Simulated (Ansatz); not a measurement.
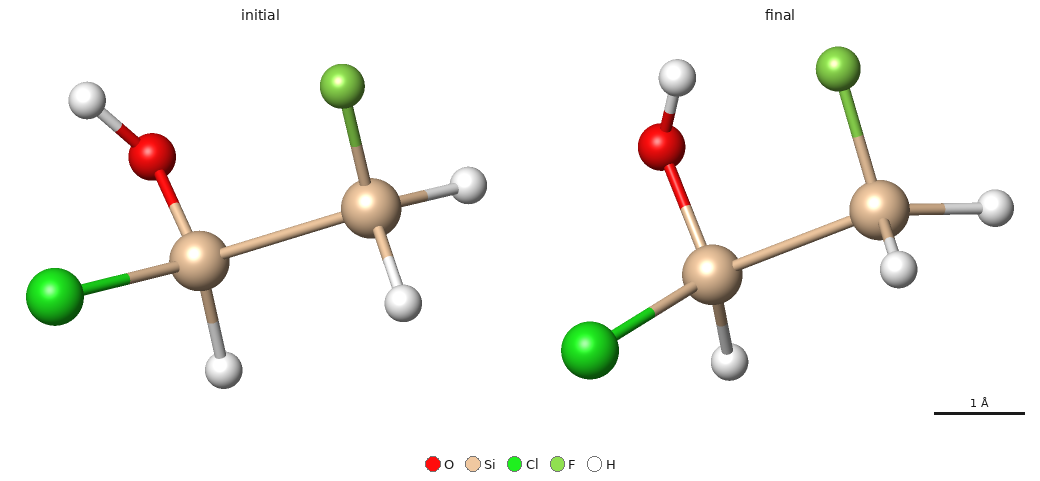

The structure of Si$_{2}$H$_{4}$OClF (coarse preliminary run) before (left) and after (right) a relaxation, at one scale.

The picture is a ball-and-stick view, seen at a tilt.

The start comes from a force field.

Level of theory: RKS PBE-D4/def2-SVP (Ansatz). Settings: force threshold 0.03 eV/Å; at most 200 steps.

Question: Describe what moved and what it gained.

Answer: After 20 accepted moves (21 points after the start) the energy has fallen by 40.7 kJ/mol. Largest force component: 3.4 eV/Å at the start, 0.0091 eV/Å at the end. The line search rejected the trial step at point 6 of the run. The forces were under the threshold at step 12, but the run went on from there. The atom that moves furthest after the best rigid fit is an H atom (0.93 Å). Largest moves by element: H 0.93 Å, F 0.70 Å, Cl 0.63 Å, O 0.30 Å, Si 0.18 Å. Some distances before and after: O–Si 1.606 → 1.677 Å, H–O 1.044 → 0.978 Å, H–Si 1.443 → 1.505 Å, F–Si 1.604 → 1.662 Å. Bond angles that change, for instance: O–Si–Si 114.6° → 102.6°, Si–Si–F 108.1° → 98.8°, Si–Si–H 110.4° → 119.4°. Groups turn about O–Si by about 60°, Si–Si by about 30°.
